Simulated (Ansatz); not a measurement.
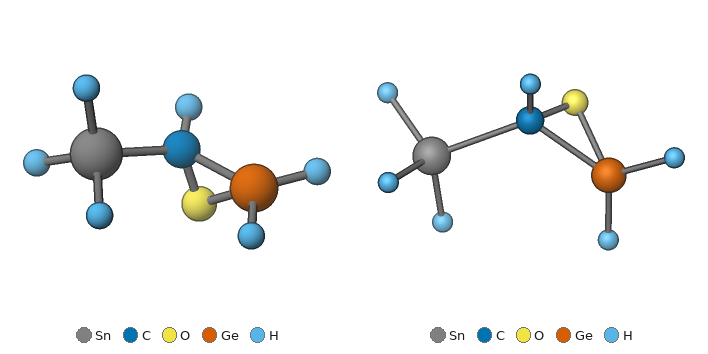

Two views of one molecule.

Describe the molecule.

The molecule is CH6GeOSn. SMILES: `[SnH3][C@@H]1[O][GeH2]1`. The point group is C1. Coordination, clear cases only: 1 Sn tetrahedral.

The parts below concern this one geometry. Atoms keep their numbers from picture to picture. The computed structure is the end point of a PBE0-D4/def2-TZVP optimisation. No frequency run is at hand to confirm it as a minimum.

**Levels of theory compared**

No frequency run is at hand to confirm it as a minimum. Program: Ansatz 0.2.0.

Tabulate HOMO energy (eV) at these levels: B3LYP-D4/def2-TZVPP; PBE-D4/def2-TZVPP; PBE0-D4/def2-TZVPP; r2SCAN-D4/def2-TZVPP; ωB97M-V/def2-TZVPP; ωB97X-V/def2-TZVPP.

```json
{"level": "B3LYP-D4/def2-TZVPP", "HOMO energy (eV)": "−6.76"}
{"level": "PBE-D4/def2-TZVPP", "HOMO energy (eV)": "−5.76"}
{"level": "PBE0-D4/def2-TZVPP", "HOMO energy (eV)": "−6.96"}
{"level": "r2SCAN-D4/def2-TZVPP", "HOMO energy (eV)": "−6.00"}
{"level": "ωB97M-V/def2-TZVPP", "HOMO energy (eV)": "−9.09"}
{"level": "ωB97X-V/def2-TZVPP", "HOMO energy (eV)": "−9.17"}
```

**Charges**

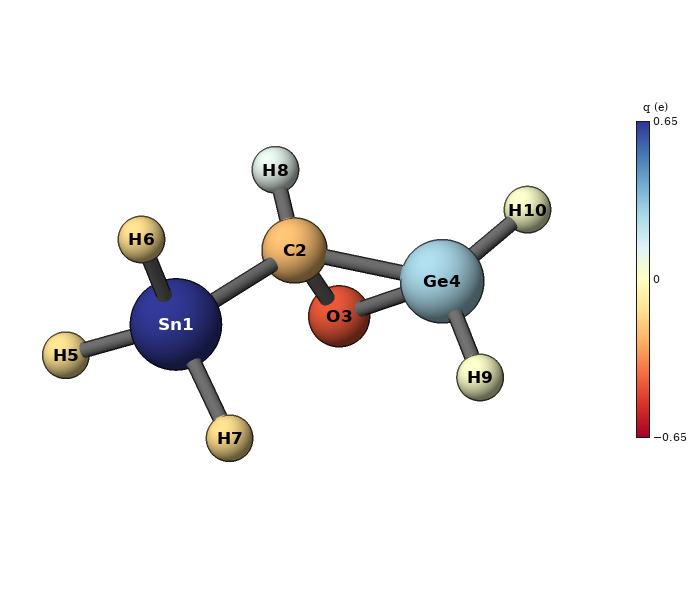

Atoms are coloured by their Mulliken charges. No frequency run is at hand to confirm it as a minimum. Method: RKS B3LYP-D4/def2-TZVPP, core potentials on Sn (Ansatz 0.2.0).

> Which atom carries the highest charge (most positive or least negative)?

Sn1 (0.64 e).

> And the lowest?

O3 (−0.43 e).

Give the Mulliken charges atom by atom.

| atom | value (e) |
| --- | --- |
| Sn1 | 0.64 |
| C2 | −0.21 |
| O3 | −0.43 |
| Ge4 | 0.26 |
| H5 | −0.13 |
| H6 | −0.13 |
| H7 | −0.14 |
| H8 | 0.11 |
| H9 | 0.02 |
| H10 | 0.02 |

**Dipole moment**

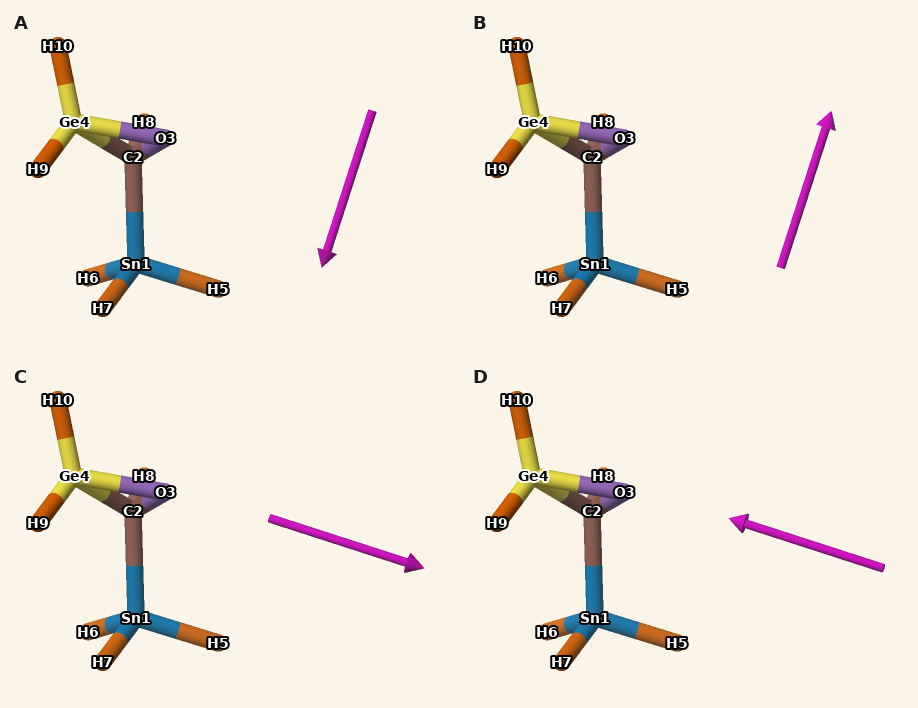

The same molecule four times, each with an arrow. No frequency run is at hand to confirm it as a minimum. Properties computed with RKS PBE0-D4/def2-TZVP, core potentials on Sn (Ansatz 0.2.0).

> Which arrow points along the dipole moment, from the negative to the positive end?

D. The dipole moment is 2.19 D; it points from the side of H5 to the side of H10 (the outermost atoms at the two ends).

Mulliken values depend strongly on the basis set and can even reverse the polarity of a bond.
